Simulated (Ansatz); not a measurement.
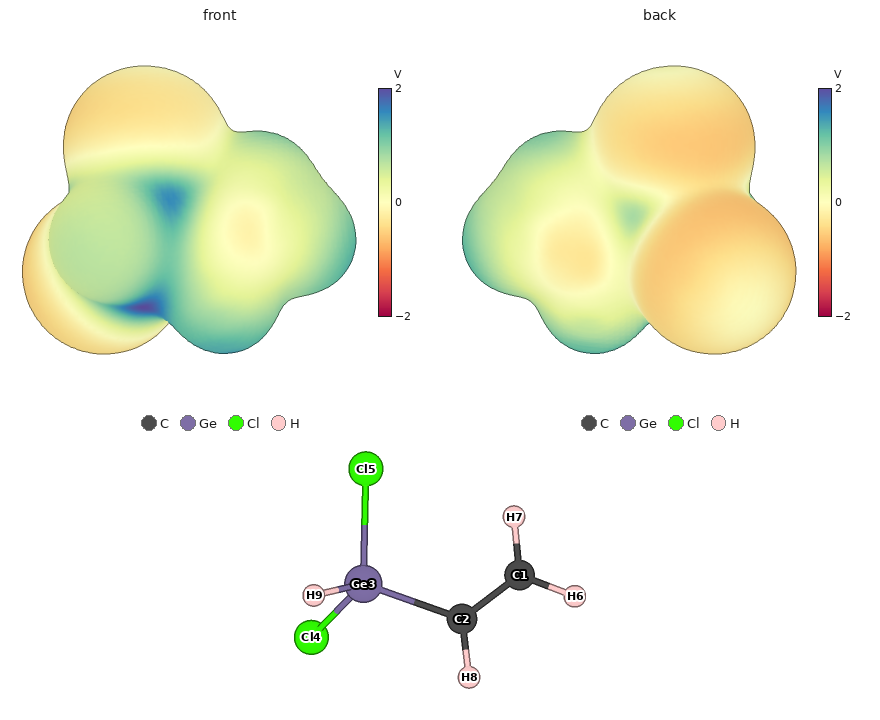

C2H4Cl2Ge (SMILES C=[CH][GeH]([Cl])[Cl]). The electrostatic potential painted on the density surface at 0.002 e/bohr³, seen from the front and from behind; red is negative and blue positive. The bare structure is drawn below in the same view.

Geometry: PBE0-D4/def2-TZVP.

These are results of Ansatz 0.2.0, RKS PBE0-D4/def2-TZVPP, not measurements.

Input file:

```
crystal:
  periodic: [false, false, false]
  atoms:
    - {symbol: C, position_ang: [1.615235, -0.044807, -0.059890]}
    - {symbol: C, position_ang: [0.466787, -0.699743, 0.039154]}
    - {symbol: Ge, position_ang: [-1.231700, 0.191598, 0.176724]}
    - {symbol: Cl, position_ang: [-2.476371, -0.432005, -1.459688]}
    - {symbol: Cl, position_ang: [-0.916856, 2.307613, 0.001907]}
    - {symbol: H, position_ang: [2.561782, -0.571297, -0.138587]}
    - {symbol: H, position_ang: [1.657867, 1.039796, -0.070966]}
    - {symbol: H, position_ang: [0.448920, -1.786696, 0.038334]}
    - {symbol: H, position_ang: [-2.037263, -0.050958, 1.456012]}
basis:
  gaussian: {orbitals: def2-TZVPP}
hamiltonian: {xc: pbe0, dispersion: d4}
output: {orbitals: {seedname: orbitals}}
```

Run with:

```sh
ansatz run in.yaml --threads 4 --pin off --events-out ev --progress --plain --max-ram 10444MiB
```

Question: Describe the electrostatic potential map.

Answer: The most negative region (about −0.6 V, or −14 kcal/mol for a unit charge) lies over Cl4 and Cl5, the most positive (about +1.8 V, or +42 kcal/mol for a unit charge) over Ge3.
